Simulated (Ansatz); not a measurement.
# CH₄ClNOSi: up Jacob's ladder to CCSD(T), part 2 of 2

Ansatz 0.2.0, Gaussian basis; functionals in def2-TZVPP, the program's frozen cores in correlated methods.

## Step 14: CAM-B3LYP-D4 (range-separated)

in.yaml reads:

```yaml
crystal:
  periodic: [false, false, false]
  atoms:
    - {symbol: N, position_ang: [-0.411970, -0.724241, -1.388103]}
    - {symbol: Si, position_ang: [0.264000, -0.610697, 0.144667]}
    - {symbol: O, position_ang: [1.361054, 0.584906, 0.517476]}
    - {symbol: C, position_ang: [0.091687, 0.873406, 1.152773]}
    - {symbol: Cl, position_ang: [-0.736056, 2.292626, 0.472952]}
    - {symbol: H, position_ang: [-0.742779, 0.075782, -1.901031]}
    - {symbol: H, position_ang: [-0.458708, -1.585536, -1.903032]}
    - {symbol: H, position_ang: [0.555411, -1.960069, 0.660183]}
    - {symbol: H, position_ang: [0.165960, 1.007424, 2.227015]}
basis:
  gaussian: {orbitals: def2-TZVPP}
hamiltonian: {xc: {name: CAM-B3LYP}, dispersion: d4}
output: {orbitals: {seedname: orbitals}}
```

Started as:

```console
$ ansatz run in.yaml --threads 4 --pin off --events-out ev --progress --plain --max-ram 10444MiB
```

Output, shortened:

```text
Functional definition: CAM-B3LYP
  name "CAM-B3LYP"
  cite "Yanai, Tew & Handy, Chem. Phys. Lett. 393, 51 (2004) doi:10.1016/j.cplett.2004.06.011"
  cite "Iikura, Tsuneda, Yanai & Hirao, J. Chem. Phys. 115, 3540 (2001) doi:10.1063/1.1383587"
  cite "Becke, Phys. Rev. A 38, 3098 (1988) doi:10.1103/PhysRevA.38.3098"
  cite "Lee, Yang & Parr, Phys. Rev. B 37, 785 (1988) doi:10.1103/PhysRevB.37.785"
  cite "Vosko, Wilk & Nusair, Can. J. Phys. 58, 1200 (1980) doi:10.1139/p80-159"
[...]
  # Exact exchange under (alpha + beta erf(omega r))/r, Becke's under what is left of 1/r.
[...]
1326 factors; their error is unknown
299 factors; integrals over basis functions are off by at most 1.2e-5 eV
[...]
mean field -25041.38227682 eV, -920.2538250148 hartree, gradient 6.9e-5 eV, S^2 0.000000; 0 other end points of the search recorded, 0 dependent functions left out
reference -25041.38240674 eV, -920.2538297892 hartree; 28, 28 occupied and 205, 205 virtual orbitals, 1326 factors
Total energy: -25041.56957013 eV, -920.2607079167 hartree
```

Wall time 3.4 s (4 threads of Arm Neoverse V1, shared host); peak memory 0.64 GiB.

With the free atoms at this level, -25008.113 eV in sum, the atomisation energy is 3228.1 kJ/mol. HOMO -8.48 eV, LUMO 1.10 eV.

## Step 15: LC-ωPBE (range-separated)

in.yaml, as its differences from that of step 14:

```diff
@@ -14,3 +14,3 @@
   gaussian: {orbitals: def2-TZVPP}
-hamiltonian: {xc: {name: CAM-B3LYP}, dispersion: d4}
+hamiltonian: {xc: {name: LC-wPBE}}
 output: {orbitals: {seedname: orbitals}}
```

The command is unchanged.

Output, shortened:

```text
Functional definition: LC-wPBE
  name "LC-wPBE"
  cite "Vydrov & Scuseria, J. Chem. Phys. 125, 234109 (2006) doi:10.1063/1.2409292"
  cite "Heyd & Scuseria, J. Chem. Phys. 120, 7274 (2004) doi:10.1063/1.1668634"
  cite "Ernzerhof & Perdew, J. Chem. Phys. 109, 3313 (1998) doi:10.1063/1.476928"
  cite "Perdew, Burke & Ernzerhof, Phys. Rev. Lett. 77, 3865 (1996) doi:10.1103/PhysRevLett.77.3865"
  parent pbe
[...]
1304 factors; their error is unknown
371 factors; integrals over basis functions are off by at most 3.0e-5 eV
[...]
mean field -25033.97032823 eV, -919.9814409281 hartree, gradient 3.3e-5 eV, S^2 0.000000; 0 other end points of the search recorded, 0 dependent functions left out
reference -25033.97032824 eV, -919.9814409283 hartree; 28, 28 occupied and 205, 205 virtual orbitals, 1304 factors
Total energy: -25033.97032824 eV, -919.9814409283 hartree
```

It took 2.7 s on 4 threads of Arm Neoverse V1, shared host; peak memory 0.42 GiB.

Atomisation energy: 3210.2 kJ/mol (free atoms -25000.699 eV, run apart). HOMO -9.82 eV, LUMO 2.31 eV.

## Step 16: ωB97X-V (range-separated)

in.yaml, as its differences from that of step 15:

```diff
@@ -14,3 +14,3 @@
   gaussian: {orbitals: def2-TZVPP}
-hamiltonian: {xc: {name: LC-wPBE}}
+hamiltonian: {xc: {name: wB97X-V}}
 output: {orbitals: {seedname: orbitals}}
```

Launched as before.

Output, shortened:

```text
Functional definition: wB97X-V
  name "wB97X-V"
  cite "Mardirossian & Head-Gordon, Phys. Chem. Chem. Phys. 16, 9904 (2014) doi:10.1039/C3CP54374A"
  cite "Becke, J. Chem. Phys. 107, 8554 (1997) doi:10.1063/1.475007"
  cite "Vydrov & Van Voorhis, J. Chem. Phys. 133, 244103 (2010) doi:10.1063/1.3521275"
[...]
      + integral(e_c_pw_opposite_spin*poly(b97_u_opposite, cos0, cos1)) + vv10(b, c)
1323 factors; their error is unknown
271 factors; integrals over basis functions are off by at most 2.6e-5 eV
[...]
mean field -25038.13694904 eV, -920.1345614185 hartree, gradient 4.1e-5 eV, S^2 0.000000; 0 other end points of the search recorded, 0 dependent functions left out
reference -25038.13694716 eV, -920.1345613492 hartree; 28, 28 occupied and 205, 205 virtual orbitals, 1323 factors
Total energy: -25038.13694716 eV, -920.1345613492 hartree
```

It took 7.5 s on 4 threads of Arm Neoverse V1, shared host; peak memory 0.7 GiB.

With the free atoms at this level, -25004.546 eV in sum, the atomisation energy is 3241.1 kJ/mol. HOMO -9.46 eV, LUMO 2.16 eV.

## Step 17: ωB97M-V (range-separated)

in.yaml, as its differences from that of step 16:

```diff
@@ -14,3 +14,3 @@
   gaussian: {orbitals: def2-TZVPP}
-hamiltonian: {xc: {name: wB97X-V}}
-output: {orbitals: {seedname: orbitals}}
+hamiltonian: {xc: {name: wB97M-V}}
+output: {forces: true, orbitals: {seedname: orbitals}}
```

The command is unchanged.

Output, shortened:

```text
Functional definition: wB97M-V
  name "wB97M-V"
  cite "Mardirossian & Head-Gordon, J. Chem. Phys. 144, 214110 (2016) doi:10.1063/1.4952647"
  cite "Becke, J. Chem. Phys. 107, 8554 (1997) doi:10.1063/1.475007"
  cite "Vydrov & Van Voorhis, J. Chem. Phys. 133, 244103 (2010) doi:10.1063/1.3521275"
  # Of w^i u^j: cxij and so on, Table III.
[...]
  gx(w, u) = 1 - cx + cx01*u + cx10*w
  gss(w, u) = css00 + css04*u^4 + css10*w + css20*w^2 + css43*w^4*u^3
  gos(w, u) = cos00 + cos10*w + (cos20 + cos21*u)*w^2 + (cos60 + cos61*u)*w^6
[...]
      + integral(e_c_pw_mod_opposite_spin*gos(b97_w_opposite, b97_u_opposite)) + vv10(b, c)
1323 factors; their error is unknown
271 factors; integrals over basis functions are off by at most 2.6e-5 eV
[...]
Total energy: -25040.04677876 eV, -920.2047463662 hartree
Atom 0 at    -0.411970    -0.724241    -1.388103 Å, force    -0.030723    -0.001051    -0.036199 eV/Å
Atom 1 at     0.264000    -0.610697     0.144667 Å, force     0.109596    -0.147427     0.103181 eV/Å
Atom 2 at     1.361054     0.584906     0.517476 Å, force     0.164665    -0.017246    -0.108406 eV/Å
Atom 3 at     0.091687     0.873406     1.152773 Å, force    -0.172388    -0.066687     0.291503 eV/Å
Atom 4 at    -0.736056     2.292626     0.472952 Å, force    -0.025980     0.081299    -0.073017 eV/Å
Atom 5 at    -0.742779     0.075782    -1.901031 Å, force     0.004232    -0.019899    -0.001436 eV/Å
Atom 6 at    -0.458708    -1.585536    -1.903032 Å, force    -0.007080     0.024123    -0.002347 eV/Å
Atom 7 at     0.555411    -1.960069     0.660183 Å, force    -0.051751     0.163846    -0.060341 eV/Å
Atom 8 at     0.165960     1.007424     2.227015 Å, force     0.009429    -0.016957    -0.112938 eV/Å
Dipole moment:    -0.224512    -0.621461    -0.252962 e Å
```

It took 10 s on 4 threads of Arm Neoverse V1, shared host; peak memory 0.82 GiB.

With the free atoms at this level, -25006.455 eV in sum, the atomisation energy is 3241.1 kJ/mol. HOMO -9.33 eV, LUMO 1.84 eV.

## Step 18: B2PLYP (double hybrid)

in.yaml, as its differences from that of step 17:

```diff
@@ -14,3 +14,2 @@
   gaussian: {orbitals: def2-TZVPP}
-hamiltonian: {xc: {name: wB97M-V}}
-output: {forces: true, orbitals: {seedname: orbitals}}
+hamiltonian: {xc: {name: B2PLYP}}
```

The command is unchanged.

Output, shortened:

```text
Functional definition: B2PLYP
  name "B2PLYP"
  cite "Grimme, J. Chem. Phys. 124, 034108 (2006) doi:10.1063/1.2148954"
  cite "Becke, Phys. Rev. A 38, 3098 (1988) doi:10.1103/PhysRevA.38.3098"
  cite "Lee, Yang & Parr, Phys. Rev. B 37, 785 (1988) doi:10.1103/PhysRevB.37.785"
[...]
1389 factors; integrals over basis functions are off by at most 9.8e-4 eV
[...]
mean field -25024.29862071 eV, -919.6260122322 hartree, gradient 2.2e-6 eV, S^2 0.000000; 0 other end points of the search recorded, 0 dependent functions left out
13 core orbitals not correlated: weight in the atoms' cores, before any rotation towards them, 1.000 or more for the frozen orbitals, at most 0.000 for the correlated occupied ones
reference -25024.29879024 eV, -919.6260184625 hartree; 15, 15 occupied and 205, 205 virtual orbitals, 1389 factors
second order -30.39362499 eV of doubles, -0.00000000 eV of singles
Total energy: -25032.50506899 eV, -919.9275936441 hartree
```

It took 4.9 s on 4 threads of Arm Neoverse V1, shared host; peak memory 0.58 GiB.

Atomisation energy: 3175.8 kJ/mol (free atoms -24999.590 eV, run apart).

## Step 19: PBE-QIDH (double hybrid)

in.yaml, as its differences from that of step 18:

```diff
@@ -14,2 +14,2 @@
   gaussian: {orbitals: def2-TZVPP}
-hamiltonian: {xc: {name: B2PLYP}}
+hamiltonian: {xc: {name: PBE-QIDH}}
```

Same command.

Output, shortened:

```text
Functional definition: PBE-QIDH
  name "PBE-QIDH"
  cite "Brémond, Sancho-García, Pérez-Jiménez & Adamo, J. Chem. Phys. 141, 031101 (2014) doi:10.1063/1.4890314"
  cite "Perdew, Burke & Ernzerhof, Phys. Rev. Lett. 77, 3865 (1996) doi:10.1103/PhysRevLett.77.3865"
[...]
1389 factors; integrals over basis functions are off by at most 9.8e-4 eV
[...]
mean field -25015.47801012 eV, -919.3018607717 hartree, gradient 9.0e-6 eV, S^2 0.000000; 0 other end points of the search recorded, 0 dependent functions left out
13 core orbitals not correlated: weight in the atoms' cores, before any rotation towards them, 1.000 or more for the frozen orbitals, at most 0.000 for the correlated occupied ones
reference -25015.47802233 eV, -919.3018612206 hartree; 15, 15 occupied and 205, 205 virtual orbitals, 1389 factors
second order -28.16303962 eV of doubles, -0.00000000 eV of singles
Total energy: -25024.86570220 eV, -919.6468520927 hartree
```

Run time: 4.8 s. Hardware: 4 threads of Arm Neoverse V1, shared host; peak memory 0.57 GiB.

With the free atoms at this level, -24991.843 eV in sum, the atomisation energy is 3186.2 kJ/mol.

## Step 20: Orbital energies across the functionals

Dipoles come from the runs that computed forces. Levels, from each run's orbital file:

| functional | HOMO (eV) | LUMO (eV) | gap (eV) | dipole (D) |
| --- | --- | --- | --- | --- |
| LDA (SPW92) | -5.94 | -0.99 | 4.95 |  |
| PBE-D4 | -5.78 | -0.78 | 5.00 | 3.18 |
| revPBE-D4 | -5.72 | -0.69 | 5.03 |  |
| BLYP-D4 | -5.66 | -0.67 | 4.99 |  |
| r2SCAN-D4 | -6.03 | -0.50 | 5.53 | 3.31 |
| B97M-V | -6.11 | -0.58 | 5.53 |  |
| PBE0-D4 | -7.09 | 0.11 | 7.21 |  |
| B3LYP-D4 | -6.88 | -0.13 | 6.75 | 3.36 |
| r2SCANh-D4 | -6.52 | -0.18 | 6.35 |  |
| r2SCAN0-D4 | -7.26 | 0.29 | 7.55 |  |
| HSE06-D4 | -6.69 | -0.26 | 6.43 |  |
| BHLYP-D4 | -8.33 | 0.97 | 9.30 |  |
| CAM-B3LYP-D4 | -8.48 | 1.10 | 9.58 |  |
| LC-ωPBE | -9.82 | 2.31 | 12.13 |  |
| ωB97X-V | -9.46 | 2.16 | 11.62 |  |
| ωB97M-V | -9.33 | 1.84 | 11.17 | 3.40 |

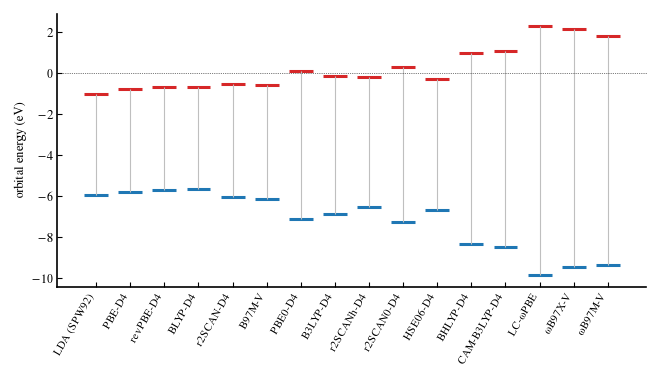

Highest occupied (blue) and lowest empty (red) level by functional.

## Step 21: CCSD(T) in def2-SVP

in.yaml, as its differences from that of step 19:

```diff
@@ -13,3 +13,3 @@
 basis:
-  gaussian: {orbitals: def2-TZVPP}
-hamiltonian: {xc: {name: PBE-QIDH}}
+  gaussian: {orbitals: def2-SVP}
+correlation: {method: ccsd_t}
```

Launched as before.

Output, shortened:

```text
Functional definition: HF
  name "HF"
  cite "Fock, Z. Phys. 61, 126 (1930) doi:10.1007/BF01340294"
  parent pbe
[...]
952 factors; integrals over basis functions are off by at most 1.1e-3 eV
[...]
mean field -24968.44247164 eV, -917.5733366146 hartree, gradient 1.3e-6 eV, S^2 0.000000; 0 other end points of the search recorded, 0 dependent functions left out
13 core orbitals not correlated: weight in the atoms' cores, before any rotation towards them, 1.000 or more for the frozen orbitals, at most 0.000 for the correlated occupied ones
reference -24968.44247164 eV, -917.5733366146 hartree; 15, 15 occupied and 70, 70 virtual orbitals, 952 factors
second order -19.43238052 eV of doubles, -0.00000000 eV of singles
cycle   1  -19.89557524 eV  change   -4.6e-1 eV  update   1.1e-1
[...]
cycle   9  -20.51835387 eV  change   -1.4e-5 eV  update   2.6e-5
perturbative correction -0.58898964 eV, -0.0216449702 hartree
Total energy: -24989.54981516 eV, -918.3490171818 hartree
```

It took 3.5 s on 4 threads of Arm Neoverse V1, shared host; peak memory 0.38 GiB.

## Step 22: CCSD(T) in def2-TZVPP

in.yaml, as its differences from that of step 21:

```diff
@@ -13,3 +13,4 @@
 basis:
-  gaussian: {orbitals: def2-SVP}
+  gaussian: {orbitals: def2-TZVPP}
 correlation: {method: ccsd_t}
+output: {orbitals: {seedname: orbitals}}
```

The command is unchanged.

Output, shortened:

```text
Functional definition: HF
  name "HF"
  cite "Fock, Z. Phys. 61, 126 (1930) doi:10.1007/BF01340294"
  parent pbe
[...]
1389 factors; integrals over basis functions are off by at most 9.8e-4 eV
[...]
mean field -24981.56413801 eV, -918.0555489595 hartree, gradient 2.5e-6 eV, S^2 0.000000; 0 other end points of the search recorded, 0 dependent functions left out
13 core orbitals not correlated: weight in the atoms' cores, before any rotation towards them, 1.000 or more for the frozen orbitals, at most 0.000 for the correlated occupied ones
reference -24981.56413801 eV, -918.0555489595 hartree; 15, 15 occupied and 205, 205 virtual orbitals, 1389 factors
second order -24.95871940 eV of doubles, -0.00000000 eV of singles
cycle   1  -25.16083609 eV  change   -2.0e-1 eV  update   1.1e-1
[...]
cycle   9  -25.89897983 eV  change   -2.2e-5 eV  update   3.7e-5
perturbative correction -1.11644975 eV, -0.0410287715 hartree
Total energy: -25008.57956758 eV, -919.0483476846 hartree
```

It took 1.7 min on 4 threads of Arm Neoverse V1, shared host; peak memory 4 GiB.

## Step 23: MP2 in def2-QZVPP

in.yaml, as its differences from that of step 22:

```diff
@@ -13,4 +13,3 @@
 basis:
-  gaussian: {orbitals: def2-TZVPP}
-correlation: {method: ccsd_t}
-output: {orbitals: {seedname: orbitals}}
+  gaussian: {orbitals: "def2-QZVPP.json"}
+correlation: {method: mp2}
```

The command is unchanged.

Output:

```text
Functional definition: HF
  name "HF"
  cite "Fock, Z. Phys. 61, 126 (1930) doi:10.1007/BF01340294"
  parent pbe
  exchange = exact_x
  correlation = 0
2582 factors; integrals over basis functions are off by at most 1.0e-3 eV
mean field evaluation 1: about -24977.6122 eV, gradient 4.7e1 eV
mean field evaluation 2: about -24977.7847 eV, gradient 4.7e1 eV
mean field evaluation 4: about -24982.3146 eV, gradient 4.7e0 eV
mean field evaluation 8: about -24982.3944 eV, gradient 4.5e-1 eV
mean field -24982.39550757 eV, -918.0861012272 hartree, gradient 1.8e-6 eV, S^2 0.000000; 0 other end points of the search recorded, 0 dependent functions left out
13 core orbitals not correlated: weight in the atoms' cores, before any rotation towards them, 1.000 or more for the frozen orbitals, at most 0.000 for the correlated occupied ones
reference -24982.39550757 eV, -918.0861012272 hartree; 15, 15 occupied and 403, 403 virtual orbitals, 2582 factors
second order -26.97667837 eV of doubles, -0.00000000 eV of singles
Total energy: -25009.37218594 eV, -919.0774758719 hartree
```

Run time: 17 s. Hardware: 4 threads of Arm Neoverse V1, shared host; peak memory 2.3 GiB.

Energy pieces by basis (eV):

| basis | HF | MP2 correlation | CCSD correlation | (T) | total |
| --- | --- | --- | --- | --- | --- |
| def2-SVP | -24968.4425 | -19.4324 | -20.5184 | -0.5890 | -24989.5498 |
| def2-TZVPP | -24981.5641 | -24.9587 | -25.8990 | -1.1164 | -25008.5796 |
| def2-QZVPP | -24982.3955 | -26.9767 |  |  | -25009.3722 (MP2) |

The report of the def2-TZVPP run gives T1 = 0.0127.

## Step 24: From triple and quadruple zeta to the limit

No new run: Hartree-Fock is extrapolated as exp(−7.88√X) and correlation as X^−2.97, with X = 3 and 4; only MP2 was run in the larger set, so CCSD(T) minus MP2 is added from the smaller one.

| level | energy at the limit (eV) |
| --- | --- |
| HF | -24982.5100 |
| MP2 | -25010.9815 |
| CCSD | -25011.9217 |
| CCSD(T) | -25013.0382 |

## Step 25: RPA on PBE orbitals

in.yaml, as its differences from that of step 23:

```diff
@@ -13,3 +13,4 @@
 basis:
-  gaussian: {orbitals: "def2-QZVPP.json"}
-correlation: {method: mp2}
+  gaussian: {orbitals: def2-TZVPP}
+hamiltonian: {xc: pbe}
+correlation: {method: rpa}
```

Launched as before.

Output, shortened:

```text
Functional definition: PBE
  name "PBE"
  cite "Perdew, Burke & Ernzerhof, Phys. Rev. Lett. 77, 3865 (1996) doi:10.1103/PhysRevLett.77.3865"
  parent pbe
[...]
1389 factors; integrals over basis functions are off by at most 9.8e-4 eV
[...]
mean field -25028.27737032 eV, -919.7722285836 hartree, gradient 5.3e-6 eV, S^2 0.000000; 0 other end points of the search recorded, 0 dependent functions left out
13 core orbitals not correlated: weight in the atoms' cores, before any rotation towards them, 1.000 or more for the frozen orbitals, at most 0.000 for the correlated occupied ones
reference -24979.82289689 eV, -917.9915595286 hartree; 15, 15 occupied and 205, 205 virtual orbitals, 1389 factors
Total energy: -25019.81451317 eV, -919.4612243196 hartree
```

Wall time 4.2 s (4 threads of Arm Neoverse V1, shared host); peak memory 0.51 GiB.

RPA correlation: -39.992 eV. No RPA run of the hydrogen atom was made, so RPA has no atomisation energy below.

## Step 26: Atomisation energies

Free atoms (1 N, 1 Si, 1 O, 1 C, 1 Cl, 4 H) were run apart at each level; the atomisation energy is their sum less the molecule, without zero-point or spin-orbit terms.

Differences are taken before rounding.

| method | rung | atoms, summed (eV) | atomisation energy (kJ/mol) | from CCSD(T)/CBS (kJ/mol) | time |
| --- | --- | --- | --- | --- | --- |
| LDA (SPW92) | LDA | -24895.117 | 3775.9 | +552.6 | 1.6 s |
| PBE-D4 | GGA | -24994.136 | 3315.2 | +91.9 | 2.5 s |
| revPBE-D4 | GGA | -25004.613 | 3217.4 | -6.0 | 2.2 s |
| BLYP-D4 | GGA | -25008.327 | 3228.0 | +4.7 | 2.3 s |
| r2SCAN-D4 | meta-GGA | -25005.372 | 3229.9 | +6.6 | 4.7 s |
| B97M-V | meta-GGA | -25003.110 | 3231.2 | +7.9 | 9.1 s |
| PBE0-D4 | hybrid | -24996.892 | 3222.5 | -0.8 | 3 s |
| B3LYP-D4 | hybrid | -25010.732 | 3210.5 | -12.8 | 4.3 s |
| r2SCANh-D4 | hybrid | -25005.334 | 3197.7 | -25.6 | 5 s |
| r2SCAN0-D4 | hybrid | -25005.290 | 3151.6 | -71.8 | 4.8 s |
| HSE06-D4 | hybrid | -24996.238 | 3225.8 | +2.5 | 3.2 s |
| BHLYP-D4 | hybrid | -25008.434 | 3077.7 | -145.6 | 2.9 s |
| CAM-B3LYP-D4 | range-separated | -25008.113 | 3228.1 | +4.7 | 3.4 s |
| LC-ωPBE | range-separated | -25000.699 | 3210.2 | -13.1 | 2.7 s |
| ωB97X-V | range-separated | -25004.546 | 3241.1 | +17.7 | 7.5 s |
| ωB97M-V | range-separated | -25006.455 | 3241.1 | +17.7 | 10 s |
| B2PLYP | double hybrid | -24999.590 | 3175.8 | -47.5 | 4.9 s |
| PBE-QIDH | double hybrid | -24991.843 | 3186.2 | -37.1 | 4.8 s |
| HF/def2-TZVPP | wavefunction | -24959.312 | 2147.0 | -1076.3 |  |
| MP2/def2-TZVPP | wavefunction | -24973.383 | 3197.5 | -25.9 |  |
| CCSD/def2-TZVPP | wavefunction | -24975.968 | 3038.8 | -184.6 |  |
| CCSD(T)/def2-SVP | wavefunction | -24959.189 | 2929.4 | -293.9 | 3.5 s |
| CCSD(T)/def2-TZVPP | wavefunction | -24976.387 | 3106.1 | -117.2 | 1.7 min |
| MP2/CBS | wavefunction | -24976.627 | 3314.7 | +91.4 |  |
| CCSD(T)/CBS | wavefunction | -24979.631 | 3223.3 | 0 | 2 min |

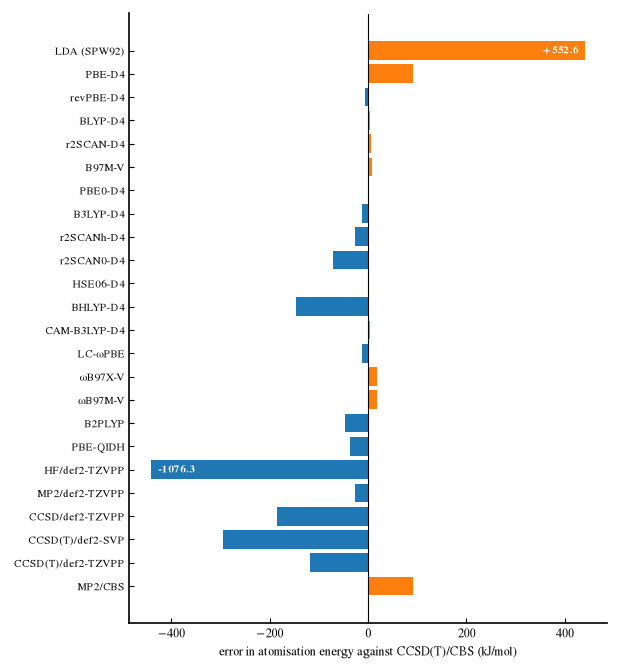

Deviations from CCSD(T)/CBS, method by method. Bars with a number in them are cut short.

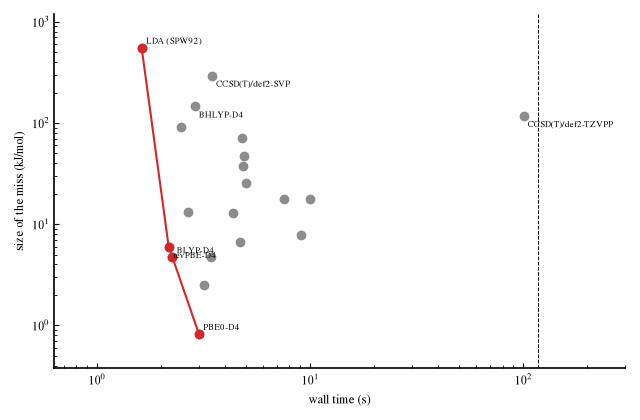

Miss against cost. Red marks the levels that no quicker level drawn beats (of those quicker than the yardstick), and the dashed line is the time of CCSD(T)/CBS. Only those levels and the largest misses are named. Times are from a shared host.

LDA (SPW92), LC-ωPBE, B2PLYP, PBE-QIDH carry no dispersion term (for B3LYP, D4 adds 34.2 kJ/mol).

Times are those of the molecule's run; HF, MP2 and CCSD come out of the CCSD(T) runs, and the limit's time is the sum of the runs that it needs.

## Step 27: Summary of results

What follows sums up all 2 parts.

```
                               quantity                                                                                      value
        atomisation energy, CCSD(T)/CBS                                                                              3223.3 kJ/mol
 functionals within 16.1 kJ/mol (0.5 %)  revPBE-D4, BLYP-D4, r2SCAN-D4, B97M-V, PBE0-D4, B3LYP-D4, HSE06-D4, CAM-B3LYP-D4, LC-ωPBE
                    farthest beyond LDA                                                                   BHLYP-D4 (-145.6 kJ/mol)
                mean size of error, GGA                                                                                34.2 kJ/mol
           mean size of error, meta-GGA                                                                                 7.2 kJ/mol
             mean size of error, hybrid                                                                                43.2 kJ/mol
    mean size of error, range-separated                                                                                13.3 kJ/mol
      mean size of error, double hybrid                                                                                42.3 kJ/mol
              gap, smallest and largest                                                  4.95 eV (LDA (SPW92)), 12.13 eV (LC-ωPBE)
                          T1 diagnostic                                                                                     0.0127
triples share of the correlation energy                                                                                      4.1 %
```

LDA overbinds by 552.6 kJ/mol (17 %). PBE-D4 misses by +91.9 kJ/mol. Double hybrids carry the basis error of their MP2 part in triple zeta, and no dispersion term here, so their miss is partly the set-up's. The rungs meta-GGA, range-separated miss on average by less than the doubt on the reference (16.1 kJ/mol), so they tie. The reference freezes the cores and leaves out relativity and excitations past (T), so misses under about 16.1 kJ/mol can't be ranked. Hartree-Fock recovers 67 % of the binding; the rest is correlation. CCSD(T) in def2-SVP is off by -293.9 kJ/mol, worse than the median functional, from the basis alone. Orbital gaps span 5.0 to 12.1 eV; exact exchange widens them.

For cost: PBE0-D4 gets within 0.8 kJ/mol in 3 s, where CCSD(T)/CBS took 2 min; the quickest level in the cost chart, LDA (SPW92), takes 1.6 s and misses by 552.6 kJ/mol.
